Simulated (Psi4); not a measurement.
**U-wB97X-V/def2-SVPD run of SiPH4 (SMILES [SiH2]P)**

What is the energy change on altering one bond length of SiPH4 at U-wB97X-V/def2-SVPD? 

The calculation is run with Psi4 1.11.

## 1. The structure to begin with

SiPH4: 6 atoms, total charge 0, spin state doublet. SMILES: `[SiH2]P`. The coordinates come from a GFN2-xTB relaxation. This is one conformer, not always the lowest.

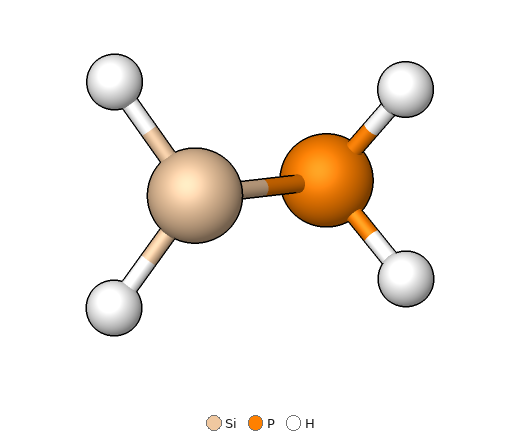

Viewed from a chosen angle; silicon light orange, phosphorus orange, hydrogen white.

## 2. The energy at U-wB97X-V/def2-SVPD

File h4psi.json:

```json
{
  "schema_name": "qcschema_input",
  "schema_version": 1,
  "molecule": {
    "schema_name": "qcschema_molecule",
    "schema_version": 2,
    "symbols": ["Si", "P", "H", "H", "H", "H"],
    "geometry": [0.24003301, -1.86349673, -0.19777874, -0.63999355, 2.21097957, 0.26875685, -0.56808947, -3.25921065, 2.05587085, -1.09464275, -2.86163117, -2.41185745, 0.82142615, 3.0559706, -1.72966632, 1.2412666, 2.71738837, 2.01469371],
    "molecular_charge": 0,
    "molecular_multiplicity": 2,
    "fix_symmetry": "c1"
  },
  "driver": "energy",
  "model": {
    "method": "wb97x-v",
    "basis": "def2-SVPD"
  },
  "keywords": {
    "reference": "uks",
    "puream": true,
    "e_convergence": 1e-09,
    "d_convergence": 1e-08,
    "scf_type": "pk",
    "dft_radial_points": 99,
    "dft_spherical_points": 590,
    "maxiter": 200
  }
}
```

Started as:

```
$ psi4 --qcschema h4psi.json -n 1 --memory 1600MB
```

stdout:

```text
[...]
  Running in c1 symmetry.
[...]
  Nuclear repulsion =   83.322954453196203
[...]
  Multiplicity = 2
[...]
  Nalpha       = 17
  Nbeta        = 16
[...]
    Number of basis functions: 80
[...]
   @UKS iter   1:  -632.86632034422689   -4.22196e-01   2.06778e-03 DIIS/ADIIS
[...]
   @UKS iter  13:  -632.89334582373783   -3.63798e-12   3.92967e-09 DIIS
[...]
   @S^2 Observed:                7.539424583E-01
[...]
    Orbital Energies [Eh]
    ---------------------
    Alpha Occupied:
       1A    -77.065929     2A    -66.138861     3A     -6.661939
       4A     -5.400595     5A     -4.820040     6A     -4.819134
       7A     -4.816527     8A     -3.757355     9A     -3.752819
      10A     -3.752243    11A     -0.788661    12A     -0.640377
      13A     -0.511086    14A     -0.454612    15A     -0.441177
      16A     -0.397715    17A     -0.292032
    Alpha Virtual:
      18A      0.073000    19A      0.080952    20A      0.095085
      21A      0.112786    22A      0.123812    23A      0.142059
      24A      0.173043    25A      0.176861    26A      0.196211
[...]
  @UKS Final Energy:  -632.89334582373783
   => Energetics <=
    Nuclear Repulsion Energy =             83.3229544531962034
    One-Electron Energy =               -1040.8040248488805446
    Two-Electron Energy =                 358.3361016355059974
    DFT Exchange-Correlation Energy =     -33.8847046987562095
    Empirical Dispersion Energy =           0.0000000000000000
    VV10 Nonlocal Energy =                  0.1363276351966995
    Total Energy =                       -632.8933458237378318
[...]
 Multipole Moments:
 ------------------------------------------------------------------------------------
     Multipole            Electronic (a.u.)      Nuclear  (a.u.)        Total (a.u.)
 ------------------------------------------------------------------------------------
 L = 1.  Multiply by 2.5417464519 to convert [e a0] to [Debye]
 Dipole X            :         -0.5837036            0.8171773            0.2334737
 Dipole Y            :          1.7007766           -1.6536476            0.0471291
 Dipole Z            :          0.2115151           -0.2334974           -0.0219823
 Magnitude           :                                                    0.2391952
[...]
```

The result, in JSON:

```text
{
 "driver": "energy",
 "model": {
  "method": "wb97x-v",
  "basis": "def2-SVPD"
 },
 "success": true,
 "return_result": -632.8933458237378,
 "properties": {
  "calcinfo_nbasis": 80,
  "calcinfo_nmo": 80,
  "calcinfo_nalpha": 17,
  "calcinfo_nbeta": 16,
  "calcinfo_natom": 6,
  "nuclear_repulsion_energy": 83.3229544531962,
  "return_energy": -632.8933458237378,
  "scf_one_electron_energy": -1040.8040248488805,
  "scf_two_electron_energy": 358.336101635506,
  "scf_vv10_energy": 0.13632763519669946,
  "scf_xc_energy": -33.88470469875621,
  "scf_dipole_moment": [0.2334736838639997, 0.047129062590723025, -0.021982290091927786],
  "scf_total_energy": -632.8933458237378,
  "scf_iterations": 13
 }
}
```

Run time: 62 s. Hardware: 1 thread of Intel Xeon 6975P-C (Granite Rapids), shared host; peak memory 1.1 GiB.

## 3. The distorted shape at the same level

File calc.inp:

```
memory 1600 mb

molecule geom {
  0 2
  Si     0.196884    -1.309585    -0.141697
  P     -0.338670     1.170000     0.142220
  H     -0.230756    -2.048165     1.050883
  H     -0.509396    -1.837775    -1.313337
  H      0.434680     1.617150    -0.915300
  H      0.656850     1.437980     1.066130
  symmetry c1
}

set {
  basis                def2-SVPD
  reference            uks
  puream               true
  e_convergence        1e-09
  d_convergence        1e-08
  scf_type             pk
  dft_radial_points    99
  dft_spherical_points 590
  maxiter              200
}

energy_value = energy('wb97x-v')
print_variables()
```

Started as:

```
$ psi4 -i calc.inp -o calc.out -n 1
```

calc.out:

```text
[...]
  Running in c1 symmetry.
[...]
  Nuclear repulsion =   75.761798663899327
[...]
  Multiplicity = 2
[...]
  Nalpha       = 17
  Nbeta        = 16
[...]
    Number of basis functions: 80
[...]
   @UKS iter   1:  -632.85427203249367   -6.50270e-01   2.01105e-03 DIIS/ADIIS
[...]
   @UKS iter  14:  -632.87913149687245   -6.02540e-12   3.44171e-09 DIIS
[...]
   @S^2 Observed:                7.545956503E-01
[...]
    Orbital Energies [Eh]
    ---------------------
    Alpha Occupied:
       1A    -77.071977     2A    -66.156669     3A     -6.664066
       4A     -5.414723     5A     -4.822314     6A     -4.821960
       7A     -4.818411     8A     -3.771819     9A     -3.767096
      10A     -3.766180    11A     -0.764805    12A     -0.646691
      13A     -0.498088    14A     -0.463558    15A     -0.421161
      16A     -0.381173    17A     -0.300607
    Alpha Virtual:
      18A      0.043908    19A      0.076138    20A      0.102648
      21A      0.111187    22A      0.124468    23A      0.135055
      24A      0.166714    25A      0.178664    26A      0.187530
[...]
  @UKS Final Energy:  -632.87913149687245
   => Energetics <=
    Nuclear Repulsion Energy =             75.7617986638993273
    One-Electron Energy =               -1025.6115173589071219
    Two-Electron Energy =                 350.6691678922777555
    DFT Exchange-Correlation Energy =     -33.8354486532485339
    Empirical Dispersion Energy =           0.0000000000000000
    VV10 Nonlocal Energy =                  0.1368679591060742
    Total Energy =                       -632.8791314968724464
[...]
 Multipole Moments:
 ------------------------------------------------------------------------------------
     Multipole            Electronic (a.u.)      Nuclear  (a.u.)        Total (a.u.)
 ------------------------------------------------------------------------------------
 L = 1.  Multiply by 2.5417464519 to convert [e a0] to [Debye]
 Dipole X            :         -0.6054029            0.8548186            0.2494157
 Dipole Y            :          1.6912089           -1.8279239           -0.1367151
 Dipole Z            :          0.2131909           -0.2534522           -0.0402613
 Magnitude           :                                                    0.2872632
[...]
```

Run time: 64 s. Hardware: 1 thread of Intel Xeon 6975P-C (Granite Rapids), shared host; peak memory 1 GiB.

## 4. What came out

Level: U-wB97X-V/def2-SVPD.

| quantity | value |
| --- | --- |
| first shape: total energy | -632.89335 Eh |
| first shape: dipole moment | 0.61 D |
| first shape: HOMO energy (highest over α and β) | -7.95 eV |
| first shape: LUMO energy (lowest over α and β) | -0.76 eV |
| first shape: ⟨S²⟩ | 0.754 |
| distorted shape: total energy | -632.87913 Eh |
| distorted shape: dipole moment | 0.73 D |
| distorted shape: HOMO energy (highest over α and β) | -8.18 eV |
| distorted shape: LUMO energy (lowest over α and β) | -1.02 eV |
| distorted shape: ⟨S²⟩ | 0.755 |
| energy change with the Si1–P2 bond stretched from 2.220 to 2.553 Å | 0.387 eV |

**Reading.** With the Si1–P2 bond stretched from 2.220 to 2.553 Å the energy rises by 0.39 eV (8.9 kcal/mol). The first shape isn't relaxed at this level, so the change isn't measured from a minimum.
